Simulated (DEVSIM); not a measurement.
System: Al/Si3N4/n-Ge capacitor, at 300 K.

| layer (left to right) | material | thickness (nm) | Nd (cm⁻³) |
|---|---|---|---|
| 1 | Si3N4 | 23.0 | - |
| 2 | Ge | 15000 | 1.5e14 |

Metal gate on the left, work function 4.1 eV. Fixed charge at the semiconductor interface 1.1e10 cm⁻² (in units of +e); no interface traps.

Constants are typed, rounded textbook-type inputs, not results; the design itself was drawn at random and stands for no fabricated device. Values at 300 K.

| parameter | Si3N4 | Ge |
|---|---|---|
| gap (eV) | 5.1 | 0.664 |
| affinity (eV) | 2.1 | 4 |
| permittivity | 7.5 | 16 |
| Nc (cm⁻³) | - | 1.04e19 |
| Nv (cm⁻³) | - | 6e18 |

DEVSIM, 1D Poisson equation in equilibrium, Boltzmann statistics, complete ionisation; no quantum confinement or tunnelling. Metal contacts follow the ideal Schottky-Mott rule: no Fermi-level pinning, no interface dipoles.

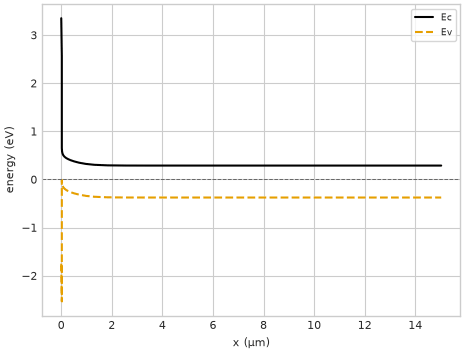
Figure. Band edges at -1.35 V on the gate

Energies count from the Fermi level of the right contact; mesh points crowd at the junctions.

```json
[
 {"x (μm)": "0.000", "Ec (eV)": "3.350", "Ev (eV)": "-1.750", "n (cm⁻³)": "< 1e2", "p (cm⁻³)": "< 1e2", "field (V/cm)": "-350000"},
 {"x (μm)": "0.001834", "Ec (eV)": "3.287", "Ev (eV)": "-1.813", "n (cm⁻³)": "< 1e2", "p (cm⁻³)": "< 1e2", "field (V/cm)": "-350000"},
 {"x (μm)": "0.006265", "Ec (eV)": "3.134", "Ev (eV)": "-1.966", "n (cm⁻³)": "< 1e2", "p (cm⁻³)": "< 1e2", "field (V/cm)": "-350000"},
 {"x (μm)": "0.01514", "Ec (eV)": "2.827", "Ev (eV)": "-2.273", "n (cm⁻³)": "< 1e2", "p (cm⁻³)": "< 1e2", "field (V/cm)": "-350000"},
 {"x (μm)": "0.02150", "Ec (eV)": "2.608", "Ev (eV)": "-2.492", "n (cm⁻³)": "< 1e2", "p (cm⁻³)": "< 1e2", "field (V/cm)": "-350000"},
 {"x (μm)": "0.02312", "Ec (eV)": "0.654", "Ev (eV)": "-0.010", "n (cm⁻³)": "1.1e8", "p (cm⁻³)": "4.1e18", "field (V/cm)": "-150000"},
 {"x (μm)": "0.02527", "Ec (eV)": "0.628", "Ev (eV)": "-0.036", "n (cm⁻³)": "2.9e8", "p (cm⁻³)": "1.5e18", "field (V/cm)": "-94000"},
 {"x (μm)": "0.03471", "Ec (eV)": "0.577", "Ev (eV)": "-0.087", "n (cm⁻³)": "2.1e9", "p (cm⁻³)": "2.0e17", "field (V/cm)": "-35000"},
 {"x (μm)": "0.05625", "Ec (eV)": "0.530", "Ev (eV)": "-0.134", "n (cm⁻³)": "1.3e10", "p (cm⁻³)": "3.4e16", "field (V/cm)": "-14000"},
 {"x (μm)": "0.1169", "Ec (eV)": "0.478", "Ev (eV)": "-0.186", "n (cm⁻³)": "9.7e10", "p (cm⁻³)": "4.5e15", "field (V/cm)": "-5600"},
 {"x (μm)": "0.2760", "Ec (eV)": "0.421", "Ev (eV)": "-0.243", "n (cm⁻³)": "8.9e11", "p (cm⁻³)": "4.9e14", "field (V/cm)": "-2500"},
 {"x (μm)": "0.9752", "Ec (eV)": "0.322", "Ev (eV)": "-0.342", "n (cm⁻³)": "4.1e13", "p (cm⁻³)": "1.1e13", "field (V/cm)": "-740"},
 {"x (μm)": "2.570", "Ec (eV)": "0.288", "Ev (eV)": "-0.376", "n (cm⁻³)": "1.5e14", "p (cm⁻³)": "2.9e12", "field (V/cm)": "-17"},
 {"x (μm)": "6.831", "Ec (eV)": "0.288", "Ev (eV)": "-0.376", "n (cm⁻³)": "1.5e14", "p (cm⁻³)": "2.9e12", "field (V/cm)": "≈ 0"},
 {"x (μm)": "12.81", "Ec (eV)": "0.288", "Ev (eV)": "-0.376", "n (cm⁻³)": "1.5e14", "p (cm⁻³)": "2.9e12", "field (V/cm)": "≈ 0"},
 {"x (μm)": "14.20", "Ec (eV)": "0.288", "Ev (eV)": "-0.376", "n (cm⁻³)": "1.5e14", "p (cm⁻³)": "2.9e12", "field (V/cm)": "≈ 0"},
 {"x (μm)": "14.71", "Ec (eV)": "0.288", "Ev (eV)": "-0.376", "n (cm⁻³)": "1.5e14", "p (cm⁻³)": "2.9e12", "field (V/cm)": "≈ 0"},
 {"x (μm)": "14.91", "Ec (eV)": "0.288", "Ev (eV)": "-0.376", "n (cm⁻³)": "1.5e14", "p (cm⁻³)": "2.9e12", "field (V/cm)": "≈ 0"},
 {"x (μm)": "14.99", "Ec (eV)": "0.288", "Ev (eV)": "-0.376", "n (cm⁻³)": "1.5e14", "p (cm⁻³)": "2.9e12", "field (V/cm)": "≈ 0"},
 {"x (μm)": "15.01", "Ec (eV)": "0.288", "Ev (eV)": "-0.376", "n (cm⁻³)": "1.5e14", "p (cm⁻³)": "2.9e12", "field (V/cm)": "≈ 0"},
 {"x (μm)": "15.02", "Ec (eV)": "0.288", "Ev (eV)": "-0.376", "n (cm⁻³)": "1.5e14", "p (cm⁻³)": "2.9e12", "field (V/cm)": "≈ 0"},
 {"x (μm)": "15.02", "Ec (eV)": "0.288", "Ev (eV)": "-0.376", "n (cm⁻³)": "1.5e14", "p (cm⁻³)": "2.9e12", "field (V/cm)": "≈ 0"}
]
```
